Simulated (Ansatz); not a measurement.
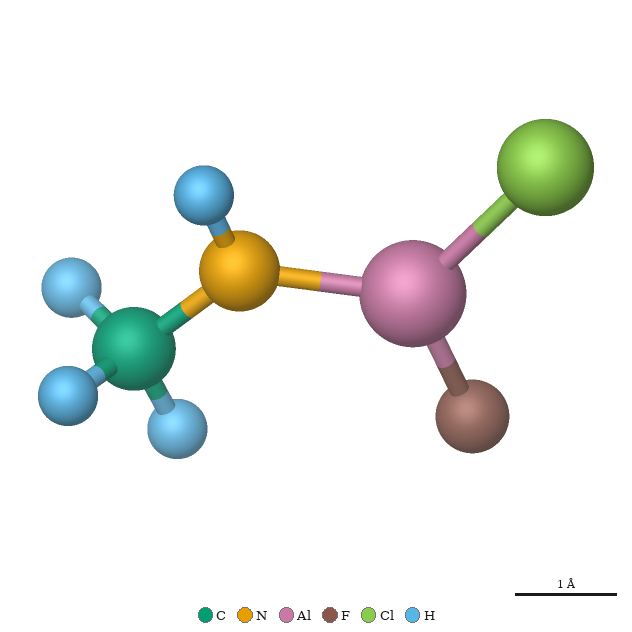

A ball-and-stick model of a molecule.

The computed structure is the end point of a PBE0-D4/def2-TZVP optimisation.

**Give the formula.**

CH4AlClFN, 9 atoms: 1 carbon, 4 hydrogen, 1 aluminium, 1 chlorine, 1 fluorine and 1 nitrogen.

**How many bonds of each kind are drawn?**

3 C–H, 1 C–N, 1 Al–N, 1 Al–F, 1 Al–Cl, 1 N–H.

**How many atoms are distinct by symmetry?**

8: 1 C, 1 N, 1 Al, 1 F, 1 Cl, 2 H, 1 H, 1 H.

More results for the same structure follow; atom numbers are the same in all pictures, views and colours differ.

## Thermal motion

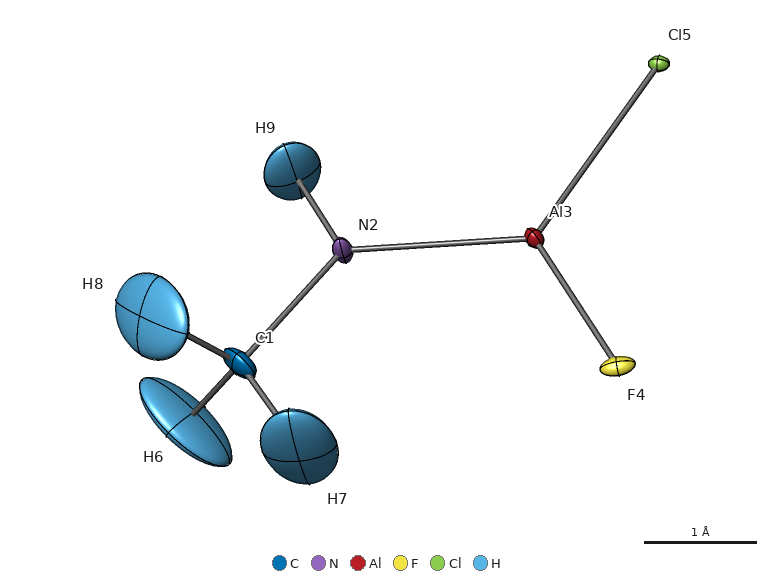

Displacement ellipsoids at the 50 % level, from the internal vibrations of the free molecule (harmonic, no overall translation or rotation; no half-axis is drawn under 0.075 Å). Vibrations computed with RKS PBE0-D4/def2-TZVP (Ansatz 0.2.0). Temperature: 298 K.

**Which atom has the largest mean-square displacement?**

H7, with U_eq = 0.0679 Å².

**Does H6 move more along its bond or across it?**

Across it: the root-mean-square amplitude is 0.123 Å along the bond and up to 0.352 Å across, since bending and torsion are softer than stretching.

List U_eq and the three principal root-mean-square amplitudes for each kind of atom.

```
  atom  U_eq (Å²)   rms amplitudes (Å)
    C1     0.0097  0.060, 0.102, 0.123
    N2     0.0068  0.052, 0.057, 0.120
   Al3     0.0036  0.033, 0.067, 0.071
    F4     0.0053  0.035, 0.063, 0.104
   Cl5     0.0023  0.036, 0.040, 0.062
H6, H8     0.0635  0.093, 0.241, 0.352
    H7     0.0679  0.101, 0.218, 0.382
    H9     0.0371  0.082, 0.170, 0.275
```

## Vibrations

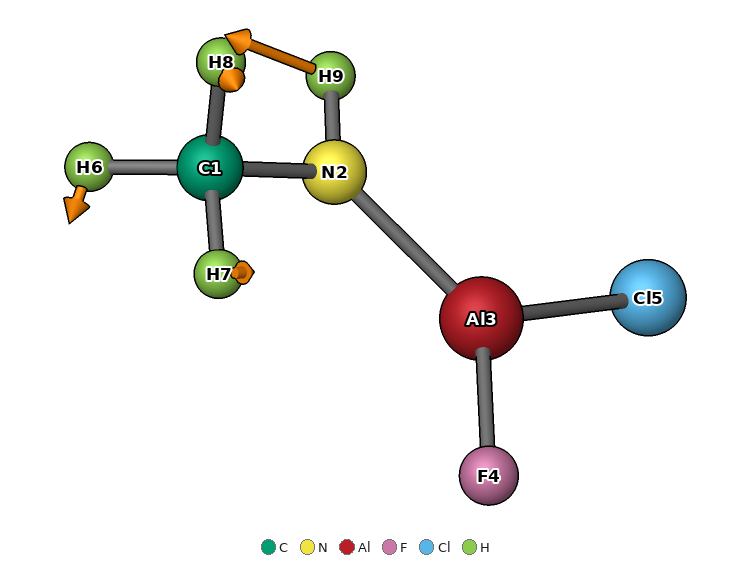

The arrows show one normal mode. Harmonic vibrations computed with RKS PBE0-D4/def2-TZVP (Ansatz 0.2.0) at a stationary point of the same level.

**Estimate its harmonic wavenumber.**

1401 cm⁻¹; it is mode 14 of 21 counted from the lowest.

## Electronic properties

Level of theory: RKS ωB97M-V/def2-TZVPP (Ansatz 0.2.0).

What does the calculation give?

- dipole moment: 2.41 D
- HOMO energy (Kohn–Sham orbital): −9.61 eV
- LUMO energy (Kohn–Sham orbital): 1.07 eV
- HOMO–LUMO gap: 10.67 eV

## Charges

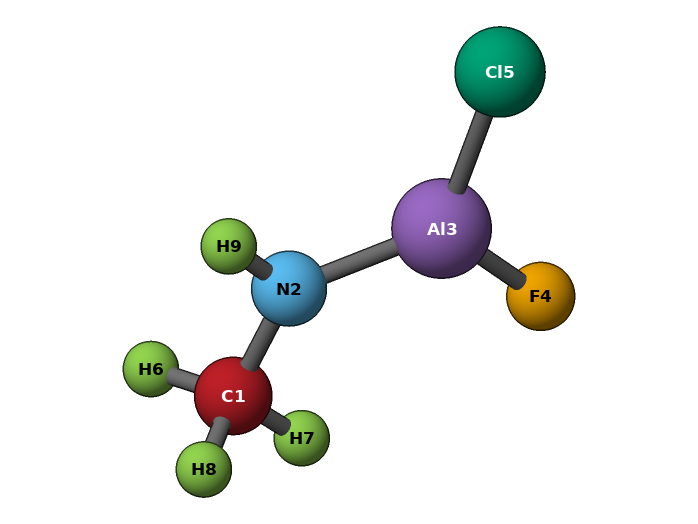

The questions are on Mulliken charges. Level of theory: RKS B3LYP-D4/def2-TZVPP (Ansatz 0.2.0).

List the Mulliken charges.

```tsv
atom	value (e)
C1	−0.18
N2	−0.31
Al3	0.68
F4	−0.35
Cl5	−0.25
H6	0.10
H7	0.10
H8	0.10
H9	0.12
```

Mulliken values depend strongly on the basis set and can even reverse the polarity of a bond.
